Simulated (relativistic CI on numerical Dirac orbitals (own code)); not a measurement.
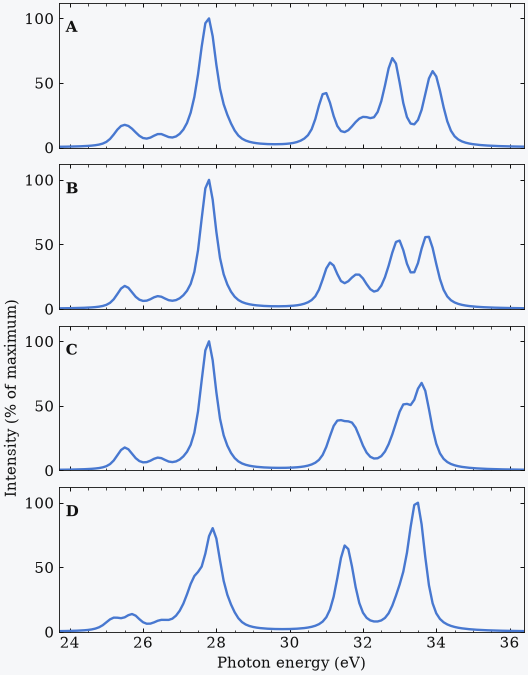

N₆,₇ X-ray absorption of Ta⁵⁺, [Xe] 4f¹⁴, in 4 environments. Multiplet model: relativistic Dirac–Coulomb–Breit theory, one configuration a step, Slater integrals scaled by 0.7, 300 K, Voigt broadening (Lorentzian 0.3 eV, Gaussian 0.3 eV full widths), computed with a radial Dirac CI code.

(1) a field of D4h symmetry with 10Dq = 47,450, Ds = 430, Dt = 480 cm⁻¹
(2) a field of D4h symmetry with 10Dq = 47,450, Ds = −860, Dt = 480 cm⁻¹
(3) a field of D4h symmetry with 10Dq = 47,450, Ds = 1,710, Dt = 480 cm⁻¹
(4) a field of D4h symmetry with 10Dq = 47,450, Ds = 1,070, Dt = 480 cm⁻¹

Question: Match the spectra to the environments.

Answer: A is (3), maxima at 25.5 eV (18), 26.5 eV (10), 27.8 eV (100), 31.0 eV (42), 32.0 eV (24), 32.8 eV (69) and 33.9 eV (59); B is (4), maxima at 25.5 eV (18), 26.4 eV (10), 27.8 eV (100), 31.1 eV (36), 31.8 eV (27), 33.0 eV (53) and 33.8 eV (56); C is (1), maxima at 25.5 eV (18), 26.4 eV (10), 27.8 eV (100), 31.4 eV (39), 33.2 eV (52) and 33.6 eV (68); D is (2), maxima at 25.7 eV (14), 27.9 eV (80), 31.5 eV (67) and 33.5 eV (100) (heights in % of each maximum). The ground-state spin is S = 0.00 in all.

Caveat: free-ion energies, so absolute edge positions are off by a few eV from solids.
